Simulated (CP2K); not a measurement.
**N2H (dinitrogen monohydride) at UHF/STO-3G**

Aim: the vertical doublet–quartet gap of N2H (dinitrogen monohydride) at UHF/STO-3G, from 2 runs. 

Program for the calculation: CP2K 2026.2.

7 further runs of the same task are left out: 5 that didn't finish, 2 set aside as unsound or not needed.

**1. The molecule**

N2H: 3 atoms, total charge 0, spin state doublet. SMILES: `[N]=N`. The coordinates come from a PBE0-D4/def2-TZVP relaxation.

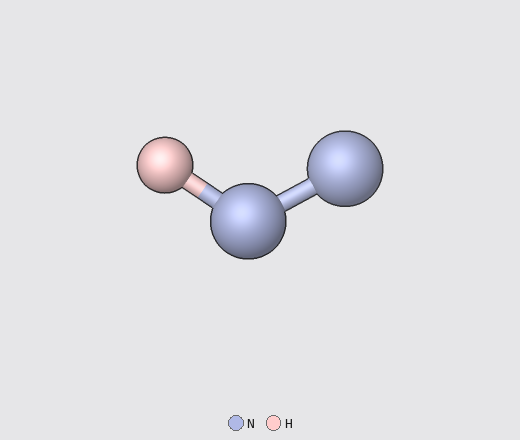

The structure, seen from a chosen angle (nitrogen light blue, hydrogen pink).

**2. A single-point energy at UHF/STO-3G**

mol.inp

```
&GLOBAL
  PROJECT mol
  RUN_TYPE ENERGY
  PRINT_LEVEL MEDIUM
&END GLOBAL

&FORCE_EVAL
  METHOD QS
  &DFT
    BASIS_SET_FILE_NAME ./sto_3g.basis
    POTENTIAL_FILE_NAME POTENTIAL
    MULTIPLICITY 2
    SPIN_POLARIZED T
    # Quickstep
    &QS
      METHOD GAPW
      EPS_DEFAULT 1.0E-10
    &END QS
    # real-space grids
    &MGRID
      CUTOFF 280
      REL_CUTOFF 50
      NGRIDS 4
    &END MGRID
    &POISSON
      PERIODIC NONE
      POISSON_SOLVER MULTIPOLE
    &END POISSON
    &SCF
      SCF_GUESS ATOMIC
      EPS_SCF 1.0E-06
      MAX_SCF 40
      &OT
        MINIMIZER DIIS
        PRECONDITIONER FULL_ALL
      &END OT
      &OUTER_SCF
        EPS_SCF 1.0E-06
        MAX_SCF 10
      &END OUTER_SCF
    &END SCF
    &XC
      &XC_FUNCTIONAL NONE
      &END XC_FUNCTIONAL
      &HF
        FRACTION 1
        &SCREENING
          EPS_SCHWARZ 1.0E-10
        &END SCREENING
        &MEMORY
          MAX_MEMORY 1050
        &END MEMORY
      &END HF
    &END XC
    # extra output
    &PRINT
      &MOMENTS
        PERIODIC F
        REFERENCE COM
        MAX_MOMENT 1
      &END MOMENTS
      &MO_CUBES
        NLUMO 1
        NHOMO -1
        WRITE_CUBE F
      &END MO_CUBES
      &LOWDIN ON
      &END LOWDIN
      &HIRSHFELD OFF
      &END HIRSHFELD
    &END PRINT
  &END DFT
  &SUBSYS
    # box in angstrom
    &CELL
      ABC 8.2 8.4 7.5
      PERIODIC NONE
    &END CELL
    &COORD
      N      0.710530    -0.606720     0.326180
      N     -0.268660    -0.217710    -0.170100
      H     -0.441870     0.824430    -0.156080
    &END COORD
    &TOPOLOGY
      &CENTER_COORDINATES
      &END CENTER_COORDINATES
    &END TOPOLOGY
    &KIND N
      BASIS_SET STO-3G
      POTENTIAL ALL
      LEBEDEV_GRID 194
      RADIAL_GRID 100
    &END KIND
    &KIND H
      BASIS_SET STO-3G
      POTENTIAL ALL
      LEBEDEV_GRID 194
      RADIAL_GRID 100
    &END KIND
  &END SUBSYS
&END FORCE_EVAL
```

On the command line:

```
OMP_NUM_THREADS=1 cp2k.psmp mol.inp > mol.out
```

The log of the run, shortened:

```text
CP2K| version string:                                       CP2K version 2026.2
[...]
 GLOBAL| Method name                                                        CP2K
[...]
 GLOBAL| Run type                                                         ENERGY
[...]
 DFT| Spin unrestricted (spin-polarized) Kohn-Sham calculation               UKS
 DFT| Multiplicity                                                             2
[...]
 DFT| Charge                                                                   0
[...]
 QS| Method:                                                                GAPW
[...]
 QS| Density cutoff [a.u.]:                                                140.0
[...]
 QS| Relative density cutoff [a.u.]:                                        25.0
[...]
                             - Atoms:                                          3
[...]
                             - Spherical basis functions:                     11
[...]
 Number of electrons:                                                          8
[...]
     1 OT DIIS     0.15E+00    0.2     0.35582111      -103.3749969163 -1.03E+02
[...]
    20 OT DIIS     0.15E+00    0.2     0.00000091      -107.9871530897 -2.29E-10
  *** SCF run converged in    20 steps ***
[...]
  Overlap energy of the core charge distribution:               0.00000169075594
  Self energy of the core charge distribution:                -97.00962744523859
  Core Hamiltonian energy:                                    -13.36992550468544
  Hartree energy:                                              34.89760968924538
  Exchange-correlation energy:                                  0.00000000000000
  Hartree-Fock Exchange energy:                               -13.60858150162675
[...]
                     Mulliken Population Analysis
 #  Atom  Element  Kind  Atomic population (alpha,beta) Net charge  Spin moment
       1     N        1         4.153961     2.856501    -0.010461     1.297460
       2     N        1         3.349575     3.836508    -0.186082    -0.486933
       3     H        2         0.496465     0.306992     0.196544     0.189473
 # Total charge and spin        8.000000     7.000000     0.000000     1.000000
[...]
  Dipole moment [Debye]
    X= -0.3845644E+00 Y=  0.1767432E+01 Z= -0.2590245E-01  Total=      1.8089714
[...]
 HOMO - LUMO gap [eV] :   20.343753
 ENERGY| Total FORCE_EVAL ( QS ) energy [hartree]           -107.987153089695539
[...]
```

It took 12 s on 1 thread of Arm Neoverse V2, shared host; peak memory 0.36 GiB.

**3. The quartet at the same level**

qs.inp

```
&GLOBAL
  PROJECT_NAME qs
  RUN_TYPE ENERGY
  PRINT_LEVEL MEDIUM
&END GLOBAL
&FORCE_EVAL
  METHOD QS
  &DFT
    BASIS_SET_FILE_NAME ./sto_3g.basis
    POTENTIAL_FILE_NAME POTENTIAL
    MULTIPLICITY 4
    LSD T
    &QS
      METHOD GAPW
      EPS_DEFAULT 1.0E-10
    &END QS
    &MGRID
      CUTOFF 280
      REL_CUTOFF 50
      NGRIDS 4
    &END MGRID
    &POISSON
      PERIODIC NONE
      POISSON_SOLVER MULTIPOLE
    &END POISSON
    &SCF
      SCF_GUESS ATOMIC
      EPS_SCF 1.0E-06
      MAX_SCF 40
      &OT
        MINIMIZER CG
        PRECONDITIONER FULL_SINGLE_INVERSE
        LINESEARCH 3PNT
      &END OT
      &OUTER_SCF
        EPS_SCF 1.0E-06
        MAX_SCF 10
      &END OUTER_SCF
    &END SCF
    &XC
      &XC_FUNCTIONAL NONE
      &END XC_FUNCTIONAL
      &HF
        FRACTION 1
        &SCREENING
          EPS_SCHWARZ 1.0E-10
        &END SCREENING
        &MEMORY
          MAX_MEMORY 1050
        &END MEMORY
      &END HF
    &END XC
    &PRINT
      &MOMENTS
        PERIODIC F
        REFERENCE COM
        MAX_MOMENT 1
      &END MOMENTS
      &MO_CUBES
        NLUMO 3
        NHOMO -1
        WRITE_CUBE F
      &END MO_CUBES
      &LOWDIN ON
      &END LOWDIN
      &HIRSHFELD OFF
      &END HIRSHFELD
    &END PRINT
  &END DFT
  &SUBSYS
    &CELL
      ABC 8.2 8.4 7.5
      PERIODIC NONE
    &END CELL
    &COORD
      N      0.710530    -0.606720     0.326180
      N     -0.268660    -0.217710    -0.170100
      H     -0.441870     0.824430    -0.156080
    &END COORD
    &TOPOLOGY
      &CENTER_COORDINATES
      &END CENTER_COORDINATES
    &END TOPOLOGY
    &KIND N
      BASIS_SET STO-3G
      POTENTIAL ALL
      LEBEDEV_GRID 194
      RADIAL_GRID 100
    &END KIND
    &KIND H
      BASIS_SET STO-3G
      POTENTIAL ALL
      LEBEDEV_GRID 194
      RADIAL_GRID 100
    &END KIND
  &END SUBSYS
&END FORCE_EVAL
```

On the command line:

```
OMP_NUM_THREADS=1 cp2k.psmp qs.inp > qs.out
```

The log of the run, shortened:

```text
CP2K| version string:                                       CP2K version 2026.2
[...]
 GLOBAL| Method name                                                        CP2K
[...]
 GLOBAL| Run type                                                         ENERGY
[...]
 DFT| Spin unrestricted (spin-polarized) Kohn-Sham calculation               UKS
 DFT| Multiplicity                                                             4
[...]
 DFT| Charge                                                                   0
[...]
 QS| Method:                                                                GAPW
[...]
 QS| Density cutoff [a.u.]:                                                140.0
[...]
 QS| Relative density cutoff [a.u.]:                                        25.0
[...]
                             - Atoms:                                          3
[...]
                             - Spherical basis functions:                     11
[...]
 Number of electrons:                                                          9
[...]
     1 OT CG       0.64E-01    0.2     0.86346761      -103.1170241167 -1.03E+02
[...]
    10 OT CG       0.45E-01    0.2     0.00000084      -107.8034882939 -9.25E-12
  *** SCF run converged in    10 steps ***
[...]
  Overlap energy of the core charge distribution:               0.00000169075594
  Self energy of the core charge distribution:                -97.00962744523859
  Core Hamiltonian energy:                                    -12.78708233530719
  Hartree energy:                                              34.62350857691991
  Exchange-correlation energy:                                  0.00000000000000
  Hartree-Fock Exchange energy:                               -13.78428148958278
[...]
                     Mulliken Population Analysis
 #  Atom  Element  Kind  Atomic population (alpha,beta) Net charge  Spin moment
       1     N        1         4.446518     2.609024    -0.055542     1.837493
       2     N        1         4.112618     3.023466    -0.136084     1.089152
       3     H        2         0.440864     0.367510     0.191626     0.073354
 # Total charge and spin        9.000000     6.000000    -0.000000     3.000000
[...]
  Dipole moment [Debye]
    X= -0.6628372E+00 Y=  0.1860487E+01 Z= -0.1604016E+00  Total=      1.9815386
[...]
 HOMO - LUMO gap [eV] :   14.008792
 ENERGY| Total FORCE_EVAL ( QS ) energy [hartree]           -107.803488293948988
[...]
```

Run time: 100 s. Hardware: 1 thread of Arm Neoverse V2, shared host; peak memory 0.36 GiB.

**4. Summary of results**

Level: UHF/STO-3G.

```
                                        quantity          value
                           doublet: total energy  -107.98715 Eh
                          doublet: dipole moment         1.81 D
     doublet: HOMO energy (highest over α and β)       -8.48 eV
      doublet: LUMO energy (lowest over α and β)        7.65 eV
                                   doublet: ⟨S²⟩          0.922
                           quartet: total energy  -107.80349 Eh
                          quartet: dipole moment         1.98 D
     quartet: HOMO energy (highest over α and β)       -8.47 eV
      quartet: LUMO energy (lowest over α and β)        2.47 eV
                                   quartet: ⟨S²⟩          3.760
vertical energy of the quartet above the doublet       4.998 eV
```

**Reading.** At this shape the quartet lies 5.00 eV (482 kJ/mol) above the doublet. In a minimal basis such a difference can be off by several eV, whatever the method. ⟨S²⟩ (doublet) is 0.92 where a pure doublet has 0.75: the reference is spin-contaminated.
